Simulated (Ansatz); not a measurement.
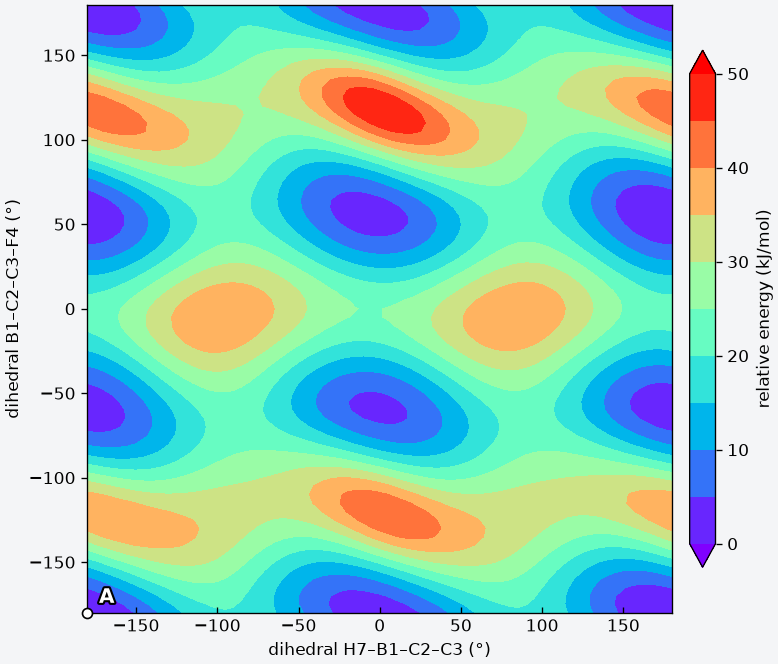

C2H4BCl2F, SMILES BCC(F)(Cl)Cl. Coordinates scanned: (1) dihedral H7–B1–C2–C3; (2) dihedral B1–C2–C3–F4. Nothing is relaxed (all other coordinates rigid). The scan uses an 18 × 18 grid. Points are written as (first, second). Energies are in kJ/mol, from the lowest grid point. The calculation used Ansatz, RKS PBE-D4/def2-SVP.

In the figure: filled contours, one colour for all values above the top of the scale, the point A. Between grid points the surface is interpolated.

> What is the easiest way out of the well at A, and how high is the barrier?

The easiest path leads from the well at (−180°, −180°) to the well at (0°, −180°), about 1.6 kJ/mol higher (on a rigid scan; wells that are mirror images or exchange like atoms can differ by this much). Its highest point lies about 19 kJ/mol above the bottom of the first well on the interpolated surface, at about (90°, 175°). The start is the relaxed structure and all else is held, so a fully relaxed path at this level can only be lower.

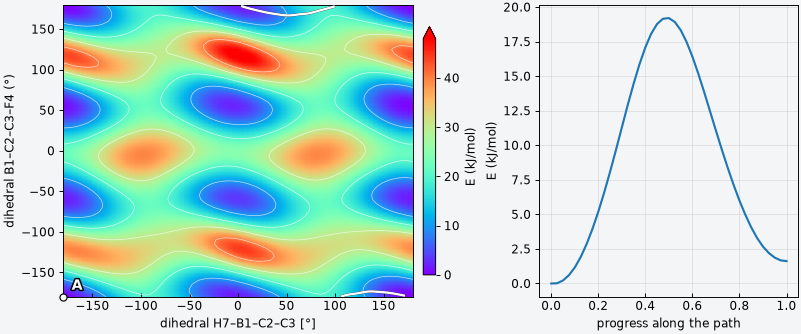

The picture shows a smooth colour map with a few white contour lines, a line along the lowest path, one colour for all values above the top of the scale, the energy along the path at the right. Between grid points the surface is interpolated.
